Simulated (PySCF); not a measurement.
```json
{"atom": "C", "x (Å)": "-1.7585", "y (Å)": "1.9237", "z (Å)": "0.6074"}
{"atom": "C", "x (Å)": "-0.6338", "y (Å)": "1.2428", "z (Å)": "0.7714"}
{"atom": "Si", "x (Å)": "-0.4036", "y (Å)": "-0.5787", "z (Å)": "0.3084"}
{"atom": "C", "x (Å)": "0.3574", "y (Å)": "-0.7872", "z (Å)": "-1.3961"}
{"atom": "C", "x (Å)": "1.5699", "y (Å)": "-0.3721", "z (Å)": "-1.7689"}
{"atom": "C", "x (Å)": "2.5013", "y (Å)": "0.3007", "z (Å)": "-0.9003"}
{"atom": "C", "x (Å)": "3.6899", "y (Å)": "0.7240", "z (Å)": "-1.3143"}
{"atom": "F", "x (Å)": "4.5450", "y (Å)": "1.3514", "z (Å)": "-0.4899"}
{"atom": "O", "x (Å)": "-1.8136", "y (Å)": "-1.3563", "z (Å)": "0.0725"}
{"atom": "C", "x (Å)": "-2.8247", "y (Å)": "-1.6142", "z (Å)": "0.9961"}
{"atom": "H", "x (Å)": "-2.6409", "y (Å)": "1.4653", "z (Å)": "0.1894"}
{"atom": "H", "x (Å)": "-1.8550", "y (Å)": "2.9661", "z (Å)": "0.8738"}
{"atom": "H", "x (Å)": "0.2180", "y (Å)": "1.7691", "z (Å)": "1.1860"}
{"atom": "H", "x (Å)": "0.3747", "y (Å)": "-1.2160", "z (Å)": "1.3853"}
{"atom": "H", "x (Å)": "-0.2547", "y (Å)": "-1.2843", "z (Å)": "-2.1368"}
{"atom": "H", "x (Å)": "1.9177", "y (Å)": "-0.5322", "z (Å)": "-2.7836"}
{"atom": "H", "x (Å)": "2.2067", "y (Å)": "0.4584", "z (Å)": "0.1250"}
{"atom": "H", "x (Å)": "4.0911", "y (Å)": "0.6250", "z (Å)": "-2.3126"}
{"atom": "H", "x (Å)": "-2.4855", "y (Å)": "-2.3348", "z (Å)": "1.7443"}
{"atom": "H", "x (Å)": "-3.6760", "y (Å)": "-2.0319", "z (Å)": "0.4570"}
{"atom": "H", "x (Å)": "-3.1343", "y (Å)": "-0.7016", "z (Å)": "1.5098"}
```

Geometry: GFN2-xTB.

Computed with PBE0/pcSseg-1, SCF density, gas phase, non-relativistic (PySCF).

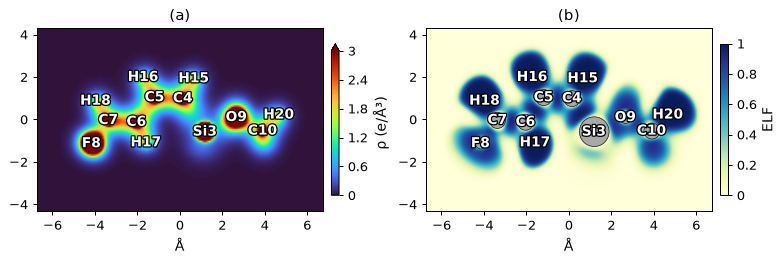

C7H11FOSi. (a) electron density; (b) electron localisation function on the plane of atoms Si3, C4 and H15. Grey discs cover the atomic cores in the ELF map.

What do the fields say about this system?

- Atoms in the plane: Si, C, F, O and H.
- C–C (1.33 Å): ρ at the midpoint is about 2.3 e/Å³; the ELF peaks at about 0.95 between the atoms: a multiple bond.
- C–F (1.34 Å): ρ is about 2.3 e/Å³ halfway; the ELF peaks at about 0.85 between the atoms, as expected for a shared but strongly polarised pair.
- C–O (1.39 Å): the density is about 2.1 e/Å³ at the midpoint, with its minimum of 1.8 e/Å³ about 0.5 Å from C; the ELF peaks at about 0.90 between the atoms, as expected for a shared but strongly polarised pair.
- Si–O (1.63 Å): the density is about 1.2 e/Å³ at the midpoint; the ELF peaks at about 0.85 between the atoms; a short, strongly polar bond.
- C–Si (1.88 Å): the density is about 0.95 e/Å³ at the midpoint; the ELF peaks at about 0.95 between the atoms: a shared electron pair.
- The ELF also peaks beside F8 and O9, away from the bonds: lone-pair regions.
